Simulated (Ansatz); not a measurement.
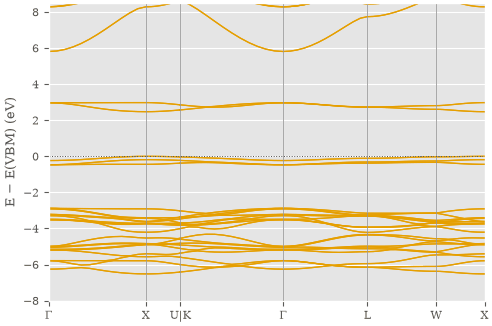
*Band structure from r²SCAN with spin–orbit coupling in the plane-wave PAW code Ansatz*

**Question.** Read off the gap and where the band edges lie.

**Answer.** About 2.5 eV (2.47 eV by a search for the band edges); maximum at X, minimum at X.

The material is K$_{2}$LiRhF$_{6}$ in space group Fm-3m (No. 225; K on 8c, Li on 4b, Rh on 4a, F on 24e).

The workflow started from a Materials Project entry (that database holds measured and hypothetical structures alike); the Crystallography Open Database copy checked does not list it. Its standing as an ambient phase is unchecked. The r²SCAN relaxation kept the symmetry of its start; whether a distortion lowers the energy is not shown. The run is not spin-polarised.

Potentials: the later of the program's two PAW sets.
